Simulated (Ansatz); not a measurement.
## Electronic structure of CH6BClSi in real space

```xyz
10

C    -1.4082    0.7268   -0.0472
B    -0.4707   -0.5075   -0.2436
Si    1.4910   -0.3925    0.2378
Cl    2.6510   -1.9794   -0.4922
H    -1.0223    1.5672    0.5532
H    -1.5681    1.1164   -1.0791
H    -2.4180    0.4495    0.3056
H    -0.9306   -1.5239   -0.7073
H     1.6374   -0.3863    1.7373
H     2.1217    0.8785   -0.2618
```

Level of theory: Ansatz 0.2.0, RKS PBE-D4/6-31G*.

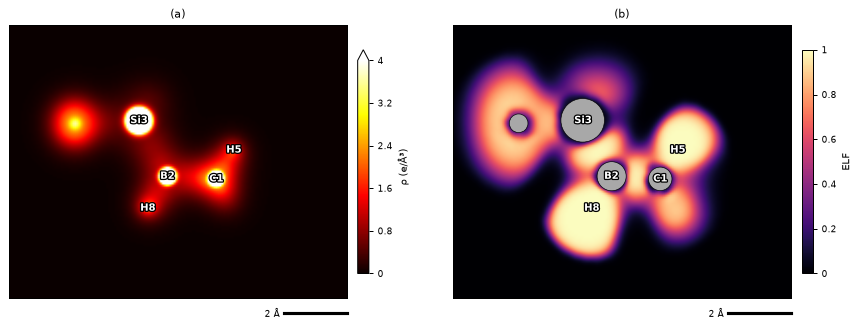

Figure 1. (a) total electron density; (b) ELF on the plane of atoms Si3, B2 and H8. Grey discs cover the atomic cores in the ELF map.

What do the fields say about this system?

Answer. The section cuts through C, B, Si and H sites. C–B (1.56 Å): the density is about 1.4 e/Å³ at the midpoint; the ELF peaks at about 0.95 between the atoms (a shared electron pair). Si–B (2.02 Å): the density is about 0.79 e/Å³ at the midpoint; the ELF peaks at about 1 between the atoms (a shared electron pair). C–H (1.10 Å): the density is about 1.9 e/Å³ at the midpoint; the ELF climbs to about 1 towards the hydrogen, as it does in any bond to H: an ordinary covalent bond to hydrogen. B–H (1.21 Å): ρ at the midpoint is about 1.2 e/Å³; the ELF climbs to about 1 towards the hydrogen; a covalent bond by its length. The ELF also peaks beside Cl4, away from the bonds: lone-pair regions.

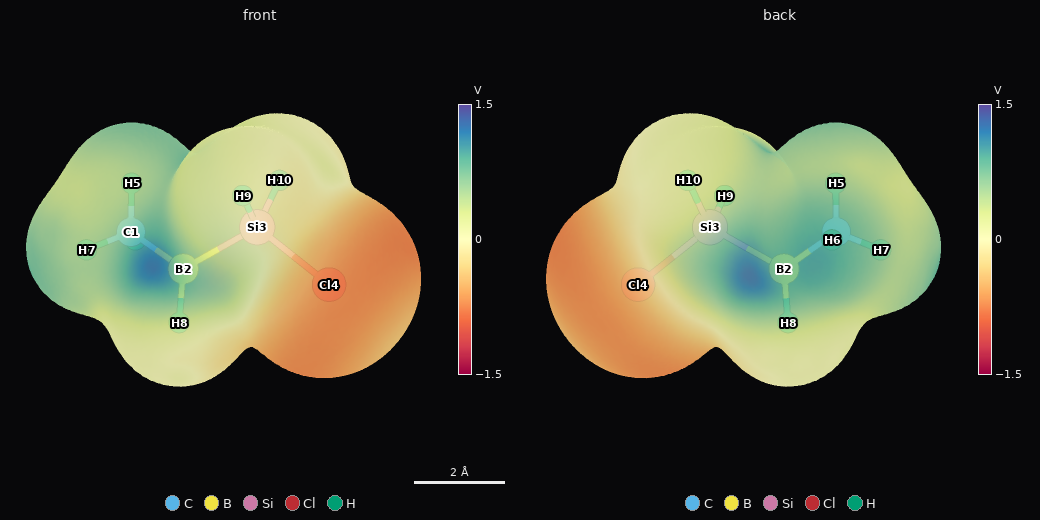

Figure 2. The molecular electrostatic potential painted on the density surface at 0.001 e/bohr³, seen from the front and from behind; the colour scale runs from red (negative) to blue (positive).

Describe the electrostatic potential map.

Answer. The most negative region (about −0.8 V, or −18 kcal/mol for a unit charge) lies over Cl4, the most positive (about +1.2 V, or +28 kcal/mol for a unit charge) over B2.

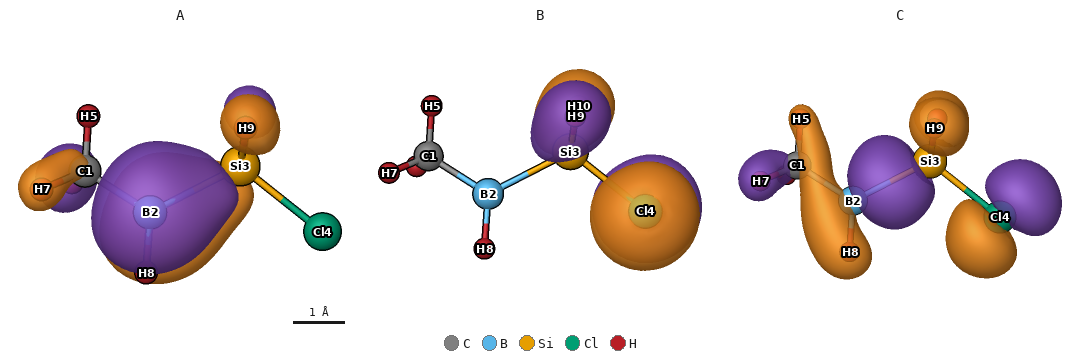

Figure 3. Three frontier orbitals at ±0.1 Å⁻³ᐟ² (orange and purple are the two phases), in no order.

Order the three orbitals by energy and name them.

Answer. B is the HOMO−1 (−7.18 eV). By Hirshfeld shares it lies mainly on Cl4 (about 75 %), Si3 (about 10 %), H10 (about 10 %) and H9 (about 5 %); largely a lone pair of Cl4. C is the HOMO (−6.59 eV). It lies mainly on Cl4 (about 30 %), B2 (about 20 %), Si3 (about 20 %) and C1 (about 5 %). A is the LUMO (−2.95 eV). By Hirshfeld shares it lies mainly on B2 (about 55 %), Si3 (about 15 %) and C1 (about 10 %).

What is the HOMO–LUMO gap?

Answer. 3.64 eV between the orbital energies.
